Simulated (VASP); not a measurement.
**BN (Qingsongite) with SCAN: from relaxation to properties**

How well does SCAN reproduce what experiment finds for BN (Qingsongite)? The cell is relaxed first, and properties follow on it. The steps: relaxing cell and atoms (SCAN), density, ELF and potential (SCAN), band structure (SCAN), total and projected DOS (SCAN), zone-centre phonons (SCAN), volume scan with SCAN, fit for SCAN, optical spectrum (SCAN), band structure (HSE06) and bands along the symmetry lines (TB-mBJ). The start is a cell from a database of measured crystal structures.

Method: SCAN; plane waves and PAW (B, N), in the first sound run; inputs show where later runs differ, in VASP 6.6.1.

Experimental background.

For BN, zinc blende (micron-sized single crystals selected from powder, 295 K), “Equation of state of cubic boron nitride at high pressures and temperatures” (2007, arxiv:cond-mat/0702656) gives, by single-crystal x-ray diffraction: lattice constant a (a at ambient conditions) 3.6152 ± 0.0002 Å; bulk modulus (isothermal B0 from Vinet fit to measured P-V data, H2005 ruby scale) 395 ± 2 GPa [equation-of-state fit parameter; depends on the ruby pressure scale, and the quoted …].

“Strong Confinment of optical fields using localised surface phonon polaritons in cubic Boron Nitride” (2018, arxiv:1812.11146) reports for BN, zinc blende (cubic), by Raman scattering, 488 nm excitation (commercial high-pressure high-temperature grown grain, about 200 um): Raman mode (TO phonon at Gamma) 1056 cm⁻¹.

Report form: the programs' logs are mostly left out.

## Step 1: Set-up

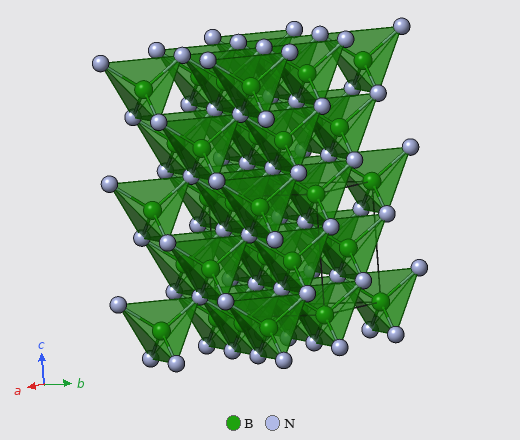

The cell as given, slightly off an axis (boron green, nitrogen light blue). 2×1×2 cells are drawn. This picture shows the conventional cell, with its axes. Some periodic images of atoms are drawn too.

## Step 2: Relaxing cell and atoms (SCAN)

Properties are meant for the cell that this level of theory prefers, so cell and atoms are relaxed first (ISIF = 3) until forces and stress are small; EDIFFG sets the threshold. SCAN adds the kinetic-energy density; it is numerically more delicate than r2SCAN.

File INCAR:

```
SYSTEM = BN
PREC = Accurate
ENCUT = 520
EDIFF = 1E-06
NELM = 100
ISMEAR = 0
SIGMA = 0.05
LREAL = .FALSE.
ALGO = Normal
METAGGA = SCAN
LASPH = .TRUE.
NBANDS = 10
LORBIT = 11
LWAVE = .FALSE.
LCHARG = .FALSE.
KPAR = 2
IBRION = 2
NSW = 60
ISIF = 3
EDIFFG = -0.01
```

File POSCAR:

```
BN
1.0
    0.0000000000      1.8075000000      1.8075000000
    1.8075000000      0.0000000000      1.8075000000
    1.8075000000      1.8075000000      0.0000000000
B N
1 1
Direct
    0.0000000000      0.0000000000      0.0000000000
    0.2500000000      0.2500000000      0.2500000000
```

File KPOINTS:

```
Automatic mesh
0
Gamma
11 11 11
0 0 0
```

PAW data sets: B and N (PBE family, release 64).

The run is started by

```bash
$ mpirun -np 2 vasp_std
```

Wall time 16 s (2 MPI ranks of Intel Xeon 6975P-C (Granite Rapids), shared host); peak memory 0.23 GiB.

The gap is read on the k-mesh alone, so it is an upper bound where the band edges lie off the mesh. The PAW data sets were made with PBE, which is usual practice but a small mismatch for other functionals. The run keeps the 24 symmetry operations of its start, so it cannot find a distortion of lower symmetry.

Step by step:

| step | energy less that of the first step (eV) | largest force (eV/Å) | pressure (GPa) | volume (Å³) |
| --- | --- | --- | --- | --- |
| 1 | 0.0000 | 0.0000 | -2.68 | 11.81 |
| 2 | 0.0000 | 0.0000 | 3.02 | 11.64 |
| 3 | -0.0007 | 0.0000 | 0.16 | 11.73 |

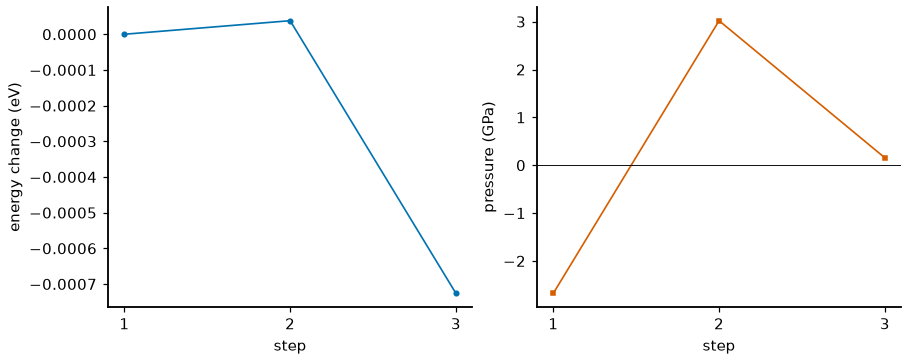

Energy and pressure along the relaxation.

```
conventional cell, symmetrised  before  after  change
                         a (Å)   3.615  3.606  -0.2 %
                         b (Å)   3.615  3.606  -0.2 %
                         c (Å)   3.615  3.606  -0.2 %
              volume (Å³/atom)    5.91   5.86  -0.7 %
```

The relaxed structure:

```cif
data_structure
_symmetry_space_group_name_H-M 'P 1'
_symmetry_Int_Tables_number 1
_cell_length_a 2.5501
_cell_length_b 2.5501
_cell_length_c 2.5501
_cell_angle_alpha 60.000
_cell_angle_beta 60.000
_cell_angle_gamma 60.000
_cell_volume 11.73
loop_
_atom_site_label
_atom_site_type_symbol
_atom_site_fract_x
_atom_site_fract_y
_atom_site_fract_z
_atom_site_occupancy
B1 B 0.00000 0.00000 0.00000 1
N2 N 0.25000 0.25000 0.25000 1
```

This step gave:

* electrons: 8
* bands: 10
* irreducible k-points: 56
* symmetry operations: 24
* free energy (TOTEN): -19.54 eV
* Fermi energy: 7.502 eV
* pressure: 0.1554 GPa
* metallic: no
* valence top at k: 0, 0, 0
* conduction bottom at k: 0.4545, 0.4545, 0
* least direct gap at k: 0, 0, 0
* SCF cycles over all ionic steps: 26
* gap on the k-mesh: 5.078 eV
* least direct gap on the k-mesh: 9.523 eV

It ends with forces that vanish by symmetry and a pressure of 0.16 GPa. The volume lies -0.7 % from that of the database's start, which holds the thermal and zero-point expansion of its experiment.

## Step 3: Density, ELF and potential (SCAN)

The relaxed cell gets a fresh self-consistent run, on a basis set for its own volume, to fix the density and to check the remaining stress.

INCAR: that of step 2 with these lines changed.

```diff
@@ -14,7 +14,5 @@
 LWAVE = .FALSE.
-LCHARG = .FALSE.
-KPAR = 2
-IBRION = 2
-NSW = 60
-ISIF = 3
-EDIFFG = -0.01
+LCHARG = .TRUE.
+ISIF = 2
+LELF = .TRUE.
+LVHAR = .TRUE.
```

File POSCAR:

```
BN
1.0
    0.0000000000      1.8031657440      1.8031657440
    1.8031657440      0.0000000000      1.8031657440
    1.8031657440      1.8031657440      0.0000000000
B N
1 1
Direct
    0.0000000000      0.0000000000      0.0000000000
    0.2500000000      0.2500000000      0.2500000000
```

KPOINTS is that of step 2.

The run is started by

```bash
$ mpirun -np 2 vasp_std
```

The job ended after 7 s (2 MPI ranks; peak memory 0.21 GiB; 13 s of CPU time).

This step gave:

```yaml
scf_cycles: 12
pressure: 0.1302 GPa
```

Valence electrons inside each PAW sphere by angular momentum. Sphere charges, by row:

```
atom  s (e)  p (e)  d (e)  tot (e)
  B1  0.686  1.352      0    2.037
  N2  1.233  2.802      0    4.034
```

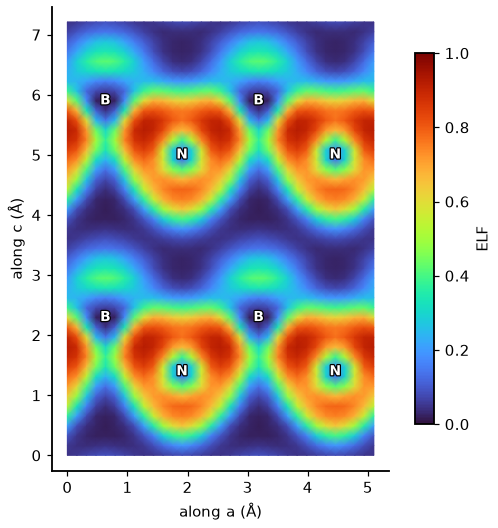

ELF in the ac plane of a cell with a along [110], b along [-110] and c along [001] of the cube at fractional y = 0.000, with atoms of B and N within 0.2 Å of it. It is the smooth field of the valence electrons, not physical close to the nuclei. The map starts off the cell's origin, so that atoms lie inside it.

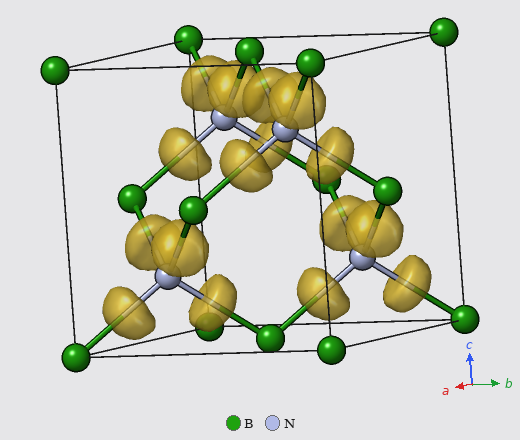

Surface of ELF = 0.83. Bonds to atoms that aren't drawn are left out.

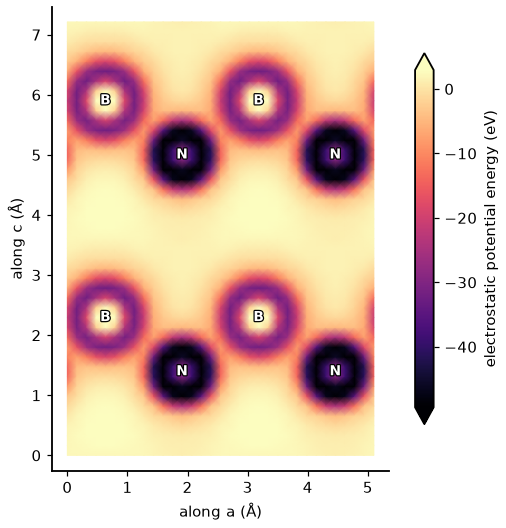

Electrostatic potential energy in the ac plane of a cell with a along [110], b along [-110] and c along [001] of the cube at fractional y = 0.000, with atoms of B and N within 0.2 Å of it. With pseudopotentials it is smooth inside the atoms' cores, unlike the true potential. The map starts off the cell's origin, so that atoms lie inside it.

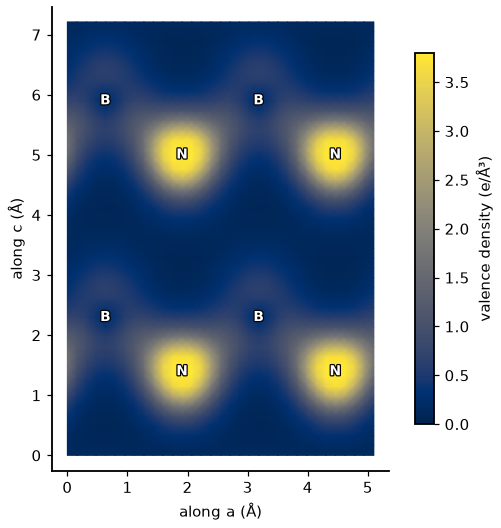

Valence density in the ac plane of a cell with a along [110], b along [-110] and c along [001] of the cube at fractional y = 0.000, with atoms of B and N within 0.2 Å of it. It is the smooth field of the valence electrons, not physical close to the nuclei. The map starts off the cell's origin, so that atoms lie inside it.

In this run the pressure is 0.13 GPa, small enough to go on.

## Step 4: Band structure (SCAN)

Levels along the symmetry lines show where the bands peak and cross; KPOINTS_OPT computes them in the converged potential.

File INCAR:

```
SYSTEM = BN
PREC = Accurate
ENCUT = 520
EDIFF = 1E-06
NELM = 100
ISMEAR = 0
SIGMA = 0.05
LREAL = .FALSE.
ALGO = Normal
METAGGA = SCAN
LASPH = .TRUE.
NBANDS = 16
LORBIT = 11
LWAVE = .FALSE.
LCHARG = .FALSE.
KPAR = 2
```

POSCAR is that of step 3.

KPOINTS is that of step 3.

File KPOINTS_OPT:

```
Line mode
16
Line-mode
Reciprocal
  0.00000000   0.00000000   0.00000000 GAMMA
  0.50000000   0.00000000   0.50000000 X

  0.50000000   0.00000000   0.50000000 X
  0.50000000   0.25000000   0.75000000 W

  0.50000000   0.25000000   0.75000000 W
  0.37500000   0.37500000   0.75000000 K

  0.37500000   0.37500000   0.75000000 K
  0.00000000   0.00000000   0.00000000 GAMMA

  0.00000000   0.00000000   0.00000000 GAMMA
  0.50000000   0.50000000   0.50000000 L

  0.50000000   0.50000000   0.50000000 L
  0.62500000   0.25000000   0.62500000 U

  0.62500000   0.25000000   0.62500000 U
  0.50000000   0.25000000   0.75000000 W

  0.50000000   0.25000000   0.75000000 W
  0.50000000   0.50000000   0.50000000 L

  0.50000000   0.50000000   0.50000000 L
  0.37500000   0.37500000   0.75000000 K

  0.62500000   0.25000000   0.62500000 U
  0.50000000   0.00000000   0.50000000 X
```

The run is started by

```bash
$ mpirun -np 2 vasp_std
```

Elapsed: 20 s, on 2 MPI ranks; peak memory 0.24 GiB; 39 s of CPU time.

This step gave:

```
SCF cycles                        : 13
bands                             : 16
Fermi energy                      : 7.573 eV
pressure                          : 0.1386 GPa
least gap on mesh and path        : 4.970 eV
least direct gap on mesh and path : 9.523 eV
conduction bottom at k            : 0.5, 0, 0.5
```

The electronic bands at the labelled points (eV, zero at the valence-band top; v1 is the highest filled band, c1 the lowest empty one):

| point | v3 | v2 | v1 | c1 | c2 | c3 | c4 |
| --- | --- | --- | --- | --- | --- | --- | --- |
| Γ | 0.00 | 0.00 | 0.00 | 9.52 | 9.52 | 9.52 | 11.15 |
| X | -9.37 | -5.14 | -5.14 | 4.97 | 9.86 | 19.32 | 19.32 |
| W | -8.02 | -7.26 | -6.74 | 10.36 | 14.29 | 15.50 | 15.66 |
| K | -8.56 | -7.96 | -4.27 | 7.51 | 13.75 | 17.01 | 17.96 |
| Γ | 0.00 | 0.00 | 0.00 | 9.52 | 9.52 | 9.52 | 11.15 |
| L | -11.15 | -2.03 | -2.03 | 10.86 | 11.48 | 11.48 | 16.45 |
| U | -8.56 | -7.96 | -4.27 | 7.51 | 13.75 | 17.01 | 17.96 |
| W | -8.02 | -7.26 | -6.74 | 10.36 | 14.29 | 15.50 | 15.66 |
| L | -11.15 | -2.03 | -2.03 | 10.86 | 11.48 | 11.48 | 16.45 |
| K | -8.56 | -7.96 | -4.27 | 7.51 | 13.75 | 17.01 | 17.96 |
| jump to U | -8.56 | -7.96 | -4.27 | 7.51 | 13.75 | 17.01 | 17.96 |
| X | -9.37 | -5.14 | -5.14 | 4.97 | 9.86 | 19.32 | 19.32 |

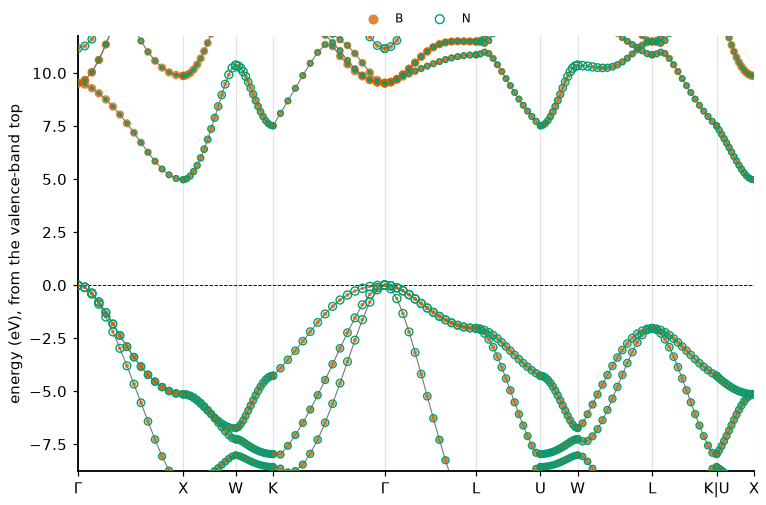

Electronic bands along the path; dots are coloured as in the legend, and their area grows with the weight.

The path lowers the gap by 0.11 eV against the mesh alone, so a band edge lies off the mesh.

The path shows an indirect gap of 4.97 eV (valence top at Γ, conduction bottom at X). The least direct gap is 9.52 eV.

## Step 5: Total and projected DOS (SCAN)

A density of states needs more k-points than a total energy; ISMEAR = -5 takes tetrahedra, and LORBIT projects the states on the PAW spheres. The mesh is finer than in the run before.

INCAR: that of step 4 with these lines changed.

```diff
@@ -5,3 +5,3 @@
 NELM = 100
-ISMEAR = 0
+ISMEAR = -5
 SIGMA = 0.05
@@ -16 +16,2 @@
 KPAR = 2
+NEDOS = 2001
```

POSCAR is that of step 4.

File KPOINTS:

```
Automatic mesh
0
Gamma
16 16 16
0 0 0
```

The run is started by

```bash
$ mpirun -np 2 vasp_std
```

Wall time 24 s (2 MPI ranks); peak memory 0.26 GiB.

This step gave:

```
irreducible k-points   : 145
Fermi energy           : 7.299 eV
pressure               : 0.1421 GPa
conduction bottom at k : 0.5, 0.5, 0
gap on the k-mesh      : 4.970 eV
```

The density of states has structure finer than the step of the table below, so its rows give means over 2 eV, whole bins alone (the curve runs from -12.0 to 13.0 eV). Peaks (eV: height): total -8.7: 1.20, 10.1: 1.03, 11.4: 1.38, 12.7: 1.30; N p -8.7: 0.439, -2.3: 0.440, 10.1: 0.163, 12.7: 0.188; B p -5.0: 0.214, 10.9: 0.269, 11.4: 0.453, 11.7: 0.370; B s -8.7: 0.275, 10.9: 0.129, 11.4: 0.134, 12.7: 0.150; N s -8.7: 0.0367, 10.9: 0.0863, 11.4: 0.0788, 12.7: 0.0832.

States under -12.0 eV and over 13.0 eV are left out. Table of density of states by energy, zero at the valence-band top; means over each step; values in states/eV/cell:

| energy (eV) | total | N p | B p | B s | N s |
| --- | --- | --- | --- | --- | --- |
| -10 | 0.295 | 0.101 | 0.0391 | 0.0550 | 0.00690 |
| -8 | 0.562 | 0.209 | 0.0708 | 0.0994 | 0.0254 |
| -6 | 0.626 | 0.270 | 0.128 | 0.0500 | 0.0168 |
| -4 | 0.830 | 0.411 | 0.195 | 0.0262 | 0.0104 |
| -2 | 0.600 | 0.342 | 0.128 | 0.00700 | 0.00418 |
| 0 | 0.0845 | 0.0546 | 0.0130 | 3.3e-4 | 3.5e-4 |
| 2 | 0 | 0 | 0 | 0 | 0 |
| 4 | 1.3e-5 | 0 | 0 | 0 | 1.8e-6 |
| 6 | 0.0836 | 0.00398 | 0.0177 | 0.00133 | 0.00924 |
| 8 | 0.276 | 0.0250 | 0.0687 | 0.0102 | 0.0211 |
| 10 | 0.725 | 0.0857 | 0.208 | 0.0463 | 0.0388 |

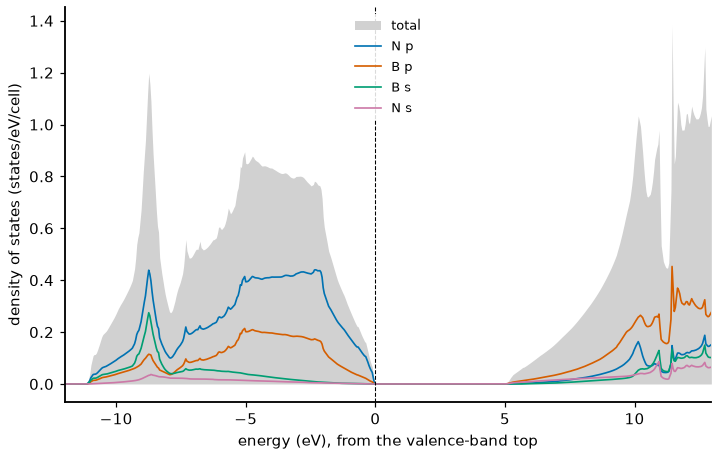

Density of states, plotted against energy.

The gap on this mesh is 4.97 eV. In the top eV of the valence band the largest shares in the PAW spheres are N p 65 % and B p 15 %; in the lowest eV of the conduction band, B p 20 % and N s 12 %. The rest lies in smaller channels or between the spheres.

## Step 6: Zone-centre phonons (SCAN)

Zone-centre modes test whether the atoms sit at a minimum within this cell. IBRION = 6 takes the force constants from differences of forces between displaced cells, so the forces must be tight.

File INCAR:

```
SYSTEM = BN
PREC = Accurate
ENCUT = 520
EDIFF = 1E-08
NELM = 100
ISMEAR = 0
SIGMA = 0.05
LREAL = .FALSE.
ALGO = Normal
METAGGA = SCAN
LASPH = .TRUE.
NBANDS = 10
LORBIT = 11
LWAVE = .FALSE.
LCHARG = .FALSE.
KPAR = 2
IBRION = 6
NFREE = 2
POTIM = 0.015
ISIF = 2
NSW = 1
```

POSCAR is that of step 5.

File KPOINTS:

```
Automatic mesh
0
Gamma
11 11 11
0 0 0
```

The run is started by

```bash
$ mpirun -np 2 vasp_std
```

Wall time 72 s (2 MPI ranks); peak memory 0.31 GiB.

The last energy, forces, stress and levels in OUTCAR belong to the last displaced cell, not to the cell of POSCAR.

Numbers from this step:

```
bands                     : 10
irreducible k-points      : 56
pressure of the cell      : 0.1349 GPa
largest force of the cell : 0 eV/Å
```

Transverse limit, no LO-TO splitting. The modes at Γ (shares of kinetic energy by element, %):

| mode | frequency (cm⁻¹) | symmetry | B % | N % |
| --- | --- | --- | --- | --- |
| 1 | -0.1 | acoustic | 44 | 56 |
| 2 | -0.1 | acoustic | 44 | 56 |
| 3 | -0.1 | acoustic | 44 | 56 |
| 4 | 1042.0 | T2 | 56 | 44 |
| 5 | 1042.0 | T2 | 56 | 44 |
| 6 | 1042.0 | T2 | 56 | 44 |

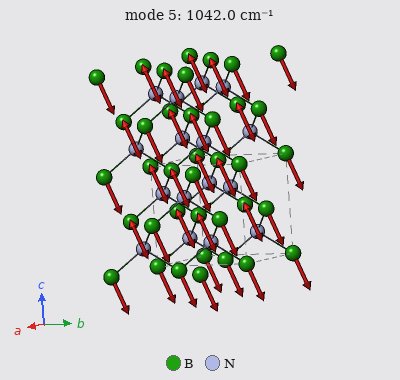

Displacement patterns of mode 5 at Γ; arrows are exaggerated. Bonds to atoms that aren't drawn are left out. 2×1×2 conventional cells are drawn. Some periodic images of atoms are drawn too.

The three acoustic modes lie within 0.1 cm⁻¹ of zero, and all others are real. By the characters of their eigenvectors the optical modes sort into (cm⁻¹) Raman active: T2 1042; infrared active: T2 1042.

## Step 7: Volume scan with SCAN, volume scale 0.94

An equation of state needs energies on both sides of the minimum, all on one mesh and cutoff.

INCAR: that of step 6 with these lines changed.

```diff
@@ -3,3 +3,3 @@
 ENCUT = 520
-EDIFF = 1E-08
+EDIFF = 1E-06
 NELM = 100
@@ -16,6 +16,2 @@
 KPAR = 2
-IBRION = 6
-NFREE = 2
-POTIM = 0.015
 ISIF = 2
-NSW = 1
```

File POSCAR:

```
BN
1.0
    0.0000000000      1.7663561145      1.7663561145
    1.7663561145      0.0000000000      1.7663561145
    1.7663561145      1.7663561145      0.0000000000
B N
1 1
Direct
    0.0000000000      0.0000000000      0.0000000000
    0.2500000000      0.2500000000      0.2500000000
```

KPOINTS is that of step 6.

The run is started by

```bash
$ mpirun -np 2 vasp_std
```

The job ended after 7.8 s (2 MPI ranks; peak memory 0.22 GiB).

The scan keeps the cell's shape and the fractional positions fixed.

Numbers from this step:

```
free energy (TOTEN)            : -19.48 eV
Fermi energy                   : 8.283 eV
pressure                       : 27.45 GPa
conduction bottom at k         : 0.4545, 0.4545, 0
gap on the k-mesh              : 5.163 eV
least direct gap on the k-mesh : 9.832 eV
```

The pressure here is 27.45 GPa.

## Step 8: Volume scan with SCAN, volume scale 0.96

INCAR is that of step 7.

File POSCAR:

```
BN
1.0
    0.0000000000      1.7787956519      1.7787956519
    1.7787956519      0.0000000000      1.7787956519
    1.7787956519      1.7787956519      0.0000000000
B N
1 1
Direct
    0.0000000000      0.0000000000      0.0000000000
    0.2500000000      0.2500000000      0.2500000000
```

KPOINTS is that of step 7.

The run is started by

```bash
$ mpirun -np 2 vasp_std
```

It took 7.8 s on 2 MPI ranks; peak memory 0.22 GiB; 14 s of CPU time.

Numbers from this step:

```yaml
scf_cycles: 12
free_energy_toten: -19.52 eV
fermi_energy: 8.139 eV
pressure: 17.49 GPa
gap_on_the_k_mesh: 5.134 eV
least_direct_gap_on_the_k_mesh: 9.726 eV
```

The pressure falls from 27.45 to 17.49 GPa.

The run ends at a pressure of 17.49 GPa.

## Step 9: Volume scan with SCAN, volume scale 0.98

INCAR is that of step 8.

File POSCAR:

```
BN
1.0
    0.0000000000      1.7910635958      1.7910635958
    1.7910635958      0.0000000000      1.7910635958
    1.7910635958      1.7910635958      0.0000000000
B N
1 1
Direct
    0.0000000000      0.0000000000      0.0000000000
    0.2500000000      0.2500000000      0.2500000000
```

KPOINTS is that of step 8.

The run is started by

```bash
$ mpirun -np 2 vasp_std
```

The job ended after 8 s (2 MPI ranks; peak memory 0.22 GiB).

The pressure falls from 17.49 to 8.41 GPa.

The run ends at a pressure of 8.41 GPa.

## Step 10: Volume scan with SCAN, volume scale 1

INCAR is that of step 9.

File POSCAR:

```
BN
1.0
    0.0000000000      1.8031657440      1.8031657440
    1.8031657440      0.0000000000      1.8031657440
    1.8031657440      1.8031657440      0.0000000000
B N
1 1
Direct
    0.0000000000      0.0000000000      0.0000000000
    0.2500000000      0.2500000000      0.2500000000
```

KPOINTS is that of step 9.

The run is started by

```bash
$ mpirun -np 2 vasp_std
```

Run time: 8.8 s. Hardware: 2 MPI ranks; peak memory 0.23 GiB; 16 s of CPU time.

The pressure falls from 8.41 to 0.13 GPa.

The run ends at a pressure of 0.13 GPa.

## Step 11: Volume scan with SCAN, volume scale 1.02

INCAR is that of step 10.

File POSCAR:

```
BN
1.0
    0.0000000000      1.8151075870      1.8151075870
    1.8151075870      0.0000000000      1.8151075870
    1.8151075870      1.8151075870      0.0000000000
B N
1 1
Direct
    0.0000000000      0.0000000000      0.0000000000
    0.2500000000      0.2500000000      0.2500000000
```

KPOINTS is that of step 10.

The run is started by

```bash
$ mpirun -np 2 vasp_std
```

The job ended after 7.6 s (2 MPI ranks; peak memory 0.22 GiB; 14 s of CPU time).

The pressure falls from 0.13 to -7.41 GPa, so it vanishes between these two volumes.

## Step 12: Volume scan with SCAN, volume scale 1.04

INCAR is that of step 11.

File POSCAR:

```
BN
1.0
    0.0000000000      1.8268943302      1.8268943302
    1.8268943302      0.0000000000      1.8268943302
    1.8268943302      1.8268943302      0.0000000000
B N
1 1
Direct
    0.0000000000      0.0000000000      0.0000000000
    0.2500000000      0.2500000000      0.2500000000
```

KPOINTS is that of step 11.

The run is started by

```bash
$ mpirun -np 2 vasp_std
```

Wall time 7.4 s (2 MPI ranks); peak memory 0.23 GiB.

The pressure falls from -7.41 to -14.29 GPa.

The run ends at a pressure of -14.29 GPa.

## Step 13: Volume scan with SCAN, volume scale 1.06

A prediction first. A parabola through the 6 pressures of evenly scaled cells so far, P = 0.12 -396.0 t +736 t² GPa with t = ln(V/V₁) and V₁ the volume at scale 1, gives -20.45 GPa at t = +0.0583.

INCAR is that of step 12.

File POSCAR:

```
BN
1.0
    0.0000000000      1.8385309135      1.8385309135
    1.8385309135      0.0000000000      1.8385309135
    1.8385309135      1.8385309135      0.0000000000
B N
1 1
Direct
    0.0000000000      0.0000000000      0.0000000000
    0.2500000000      0.2500000000      0.2500000000
```

KPOINTS is that of step 12.

The run is started by

```bash
$ mpirun -np 2 vasp_std
```

Wall time 8.6 s (2 MPI ranks); peak memory 0.23 GiB; 16 s of CPU time.

The pressure falls from -14.29 to -20.57 GPa. The parabola predicted -20.45 GPa, +0.12 GPa off.

(Part 1 of 2 ends here.)

[Lines on the potential files, build, host, timing and source positions are cut from VASP's logs without a mark.]

[Logs are printed without paths, hosts, clocks, repeated set-up lines and the standing remarks that a program may print on its own settings, such as how far it seeks lower states.]

[Hosts, paths, dates, database ids (printed as entryN), source tags and the programs' standing remarks are cut or masked in the printed files.]

[Measured values are set beside computed ones only where the two were judged alike; some that the calculation misses by far are left out.]
